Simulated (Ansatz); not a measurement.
System: Sn2P4Pb.

Input file:

```
crystal:
  lattice:
    - [3.3560188104, 0.0, 0.0]
    - [0.0, 1.7275691627, 12.9088547822]
    - [0.0, -1.7275691627, 12.9088547822]
  atoms:
    - { symbol: Sn, position: [0.0, 0.1130061639, 0.1130061639] }
    - { symbol: Sn, position: [0.5, 0.9177954922, 0.9177954922] }
    - { symbol: P, position: [0.0, 0.4901815428, 0.4901815428] }
    - { symbol: P, position: [0.5, 0.5480653682, 0.5480653682] }
    - { symbol: P, position: [0.0, 0.7192299403, 0.7192299403] }
    - { symbol: P, position: [0.5, 0.2030191376, 0.2030191376] }
    - { symbol: Pb, position: [0.0, 0.323701855, 0.323701855] }
kpoints:
  mp_grid: { grid: [8, 8, 8] }
  band_path:
    path:
      - [0.0, 0.0, 0.0]
      - [0.0, 0.5, 0.5]
      - [0.0, 0.7455225013, 0.2544774987]
      - [0.0, 0.2544774987, -0.2544774987]
      - [0.5, 0.0, 0.0]
      - [0.5, 0.2544774987, -0.2544774987]
      - [0.5, 0.7455225013, 0.2544774987]
      - [0.5, 0.5, 0.5]
      - [0.0, 0.5, 0.0]
    npoints: 1
hamiltonian:
  xc: r2scan
  dispersion: rvv10
scf:
  occupations: { method: fermi_dirac, width: 0.03 }
  n_extra_bands: 5
output:
  forces: true
  stress: true
  eigenvalues: true
  write_density: true
  write_potential: true
  elf: true
  volumetric_format: npy
```

Launched as:

```sh
ansatz run input.yaml --threads 4 --pin off --max-ram 4608MiB --backend cpu --events-out ev --progress --plain --runs-dir out
```

Below, planes, directions and counts refer to the conventional cell (a = 3.36 Å, b = 3.46 Å, c = 25.82 Å, α = 90.00°, β = 90.00°, γ = 90.00°).

Space group Amm2; a structure from a database of computed crystals, not necessarily the ambient phase; started from the Nd2Sn4Rh-38 prototype, which need not be the ambient phase.

These are results of Ansatz 0.2.0, DFT, r2SCAN+rVV10, plane waves, PAW, not measurements.

**What will maps of the valence pseudo-density and electron localisation function show?**

P–P (2.44 Å): the density is about 0.51 e/Å³ at the midpoint; the ELF peaks at about 0.85 between the atoms.
Sn–P (2.93 Å): the density is about 0.24 e/Å³ at the midpoint; the ELF peaks at about 0.85 in the valence shell of P, 0.8 Å from its nucleus, and drops to about 0.30 between the two atoms.

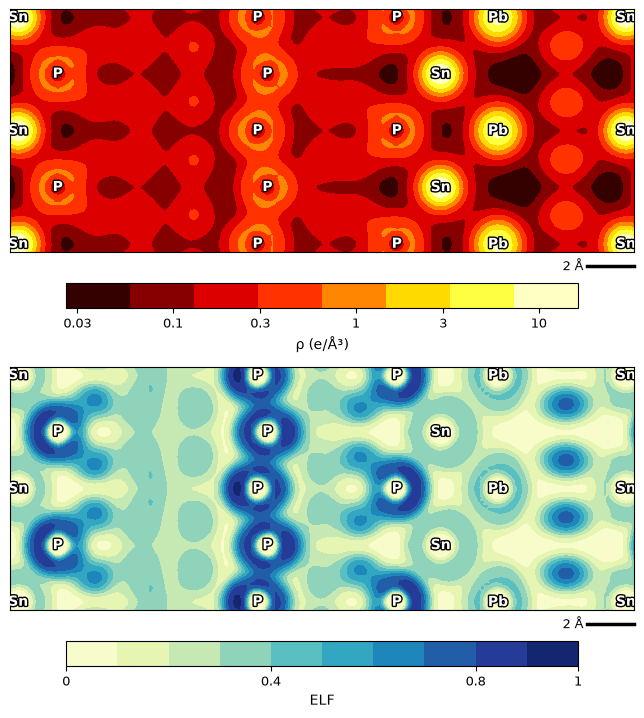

Computed valence pseudo-density and electron localisation function on the (110) plane of the conventional cell, in this order. 

The density is the valence pseudo-density of a PAW calculation; it isn't the true density close to the nuclei.
